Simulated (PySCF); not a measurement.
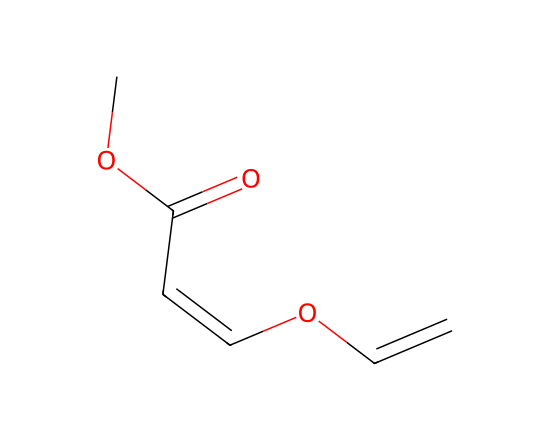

2D structure.

> Write the SMILES.

C=CO/C=C\C(=O)OC

> What is the molecular formula?

C6H8O3.

The parts below concern this one geometry. Atoms keep their numbers from picture to picture. Computed geometry: PBE0-D3(BJ)/def2-SVP optimisation. No frequency run is at hand to confirm it as a minimum.

**Levels of theory compared**

No frequency run is at hand to confirm it as a minimum. Program: PySCF 2.14.0.

Compare HOMO–LUMO gap (eV), HOMO energy (eV), dipole (D) at these levels: PBE0/def2-SVPD; PBE0/def2-SVPD in acetonitrile (IEF-PCM); PBE0/def2-SVPD in chloroform (IEF-PCM); PBE0/pcSseg-1 in acetonitrile (IEF-PCM); PBE0/pcSseg-1 in chloroform (IEF-PCM).

```tsv
level	HOMO–LUMO gap (eV)	HOMO energy (eV)	dipole (D)
PBE0/def2-SVPD	5.71	−6.85	2.43
PBE0/def2-SVPD in acetonitrile (IEF-PCM)	5.63	−6.87	3.56
PBE0/def2-SVPD in chloroform (IEF-PCM)	5.65	−6.85	3.18
PBE0/pcSseg-1 in acetonitrile (IEF-PCM)	5.70	−6.83	3.50
PBE0/pcSseg-1 in chloroform (IEF-PCM)	5.71	−6.80	3.16
```

**NMR shielding**

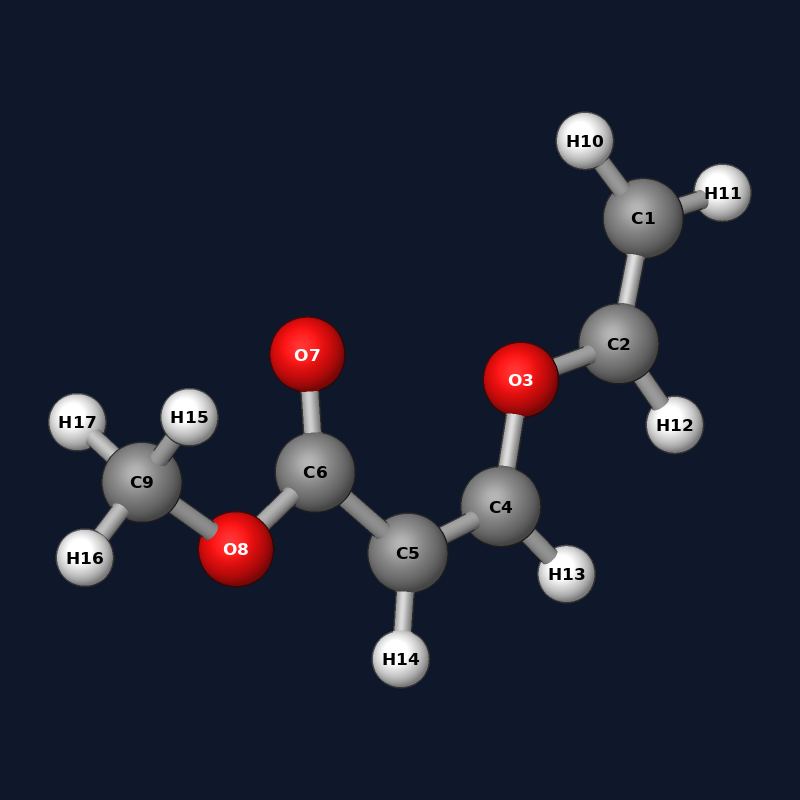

No frequency run is at hand to confirm it as a minimum. Properties computed with GIAO PBE0/pcSseg-1 NMR shielding, non-relativistic, IEF-PCM chloroform (PySCF 2.14.0). Principal shieldings σ11 ≤ σ22 ≤ σ33, span Ω = σ33 − σ11, skew κ = 3(σiso − σ22)/Ω.

> Which C atom has the most anisotropic shielding?

C1, with a span of 183 ppm.

Give the shielding tensors of the C atoms.

```csv
atom,σ11,σ22,σ33,σiso,Ω,κ
C1,−19.1,106.3,164.1,83.8,183.2,−0.37
C2,−74.8,70.4,84.8,26.8,159.6,−0.82
C4,−69.0,39.8,92.9,21.3,161.9,−0.34
C5,−1.9,114.5,139.9,84.2,141.7,−0.64
C6,−77.4,49.5,73.5,15.2,150.8,−0.68
C9,103.9,119.3,176.6,133.2,72.7,0.58
```

Shieldings and span in ppm.

**Quadrupole coupling**

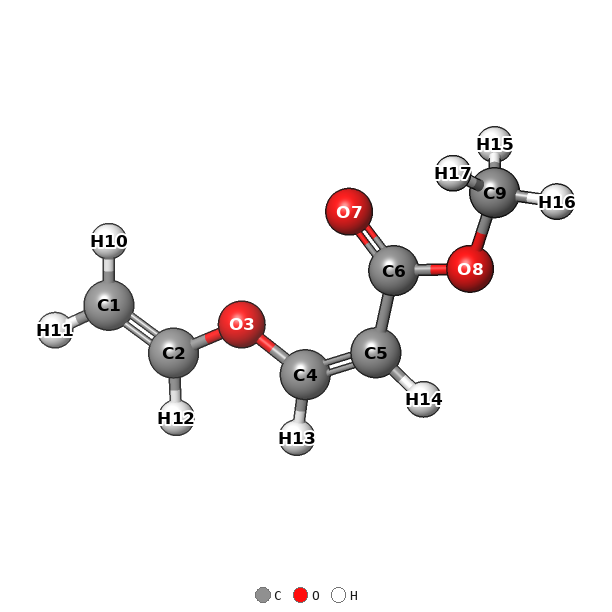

No frequency run is at hand to confirm it as a minimum. Electric field gradients from the ground-state density, PBE0/pcSseg-1 in acetonitrile (IEF-PCM) (PySCF 2.14.0), non-relativistic apart from any core potentials.

Give the largest field-gradient component, the quadrupole coupling constant and the asymmetry for 17O at O3 (Q = −25.6 mb), 17O at O7 (Q = −25.6 mb), 17O at O8 (Q = −25.6 mb), 2H at H10 (Q = 2.86 mb), 2H at H11 (Q = 2.86 mb).

```json
{"atom": "O3", "V_zz (a.u.)": "1.726", "e²qQ/h (MHz)": "−10.38", "η": "0.18"}
{"atom": "O7", "V_zz (a.u.)": "−1.548", "e²qQ/h (MHz)": "9.31", "η": "0.01"}
{"atom": "O8", "V_zz (a.u.)": "1.690", "e²qQ/h (MHz)": "−10.16", "η": "0.43"}
{"atom": "H10", "V_zz (a.u.)": "0.310", "e²qQ/h (MHz)": "0.208", "η": "0.06"}
{"atom": "H11", "V_zz (a.u.)": "0.310", "e²qQ/h (MHz)": "0.208", "η": "0.08"}
```

**Charges**

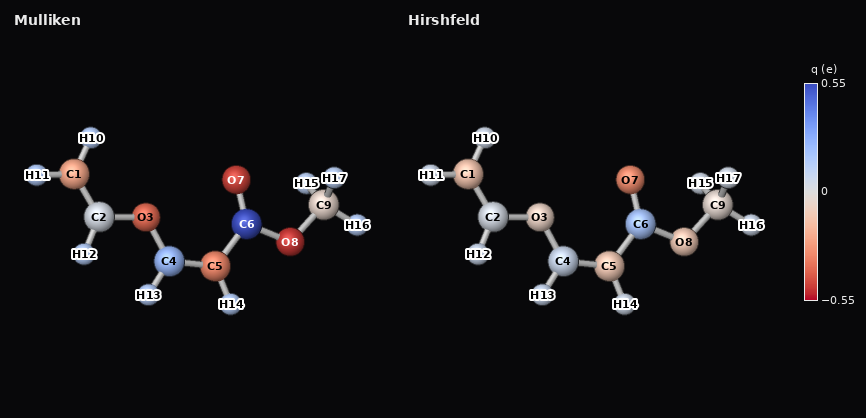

Atomic charges of one calculation by 2 schemes, on one colour scale. No frequency run is at hand to confirm it as a minimum. Level of theory: PBE0/pcSseg-1 in acetonitrile (IEF-PCM) (PySCF 2.14.0).

> Which scheme gives the most polar picture (largest mean size of the charges)?

The Mulliken charges are the largest in size here.

> On which atom do the schemes disagree most?

On O8 (from −0.49 to −0.11 e).

List the charges (e), one line for each set of equivalent atoms. Atoms whose distances differ by more than 0.02 Å in this geometry are listed apart.

```tsv
atom	Mulliken	Hirshfeld
C1	−0.23	−0.13
C2	0.03	0.03
O3	−0.39	−0.07
C4	0.23	0.07
C5	−0.32	−0.11
C6	0.54	0.19
O7	−0.47	−0.31
O8	−0.49	−0.11
C9	−0.05	−0.04
H10	0.15	0.05
H11	0.15	0.06
H12	0.14	0.07
H13	0.15	0.08
H14	0.15	0.06
H15	0.12	0.05
H16	0.14	0.06
H17	0.12	0.05
```

Mulliken values depend strongly on the basis set and can even reverse the polarity of a bond.
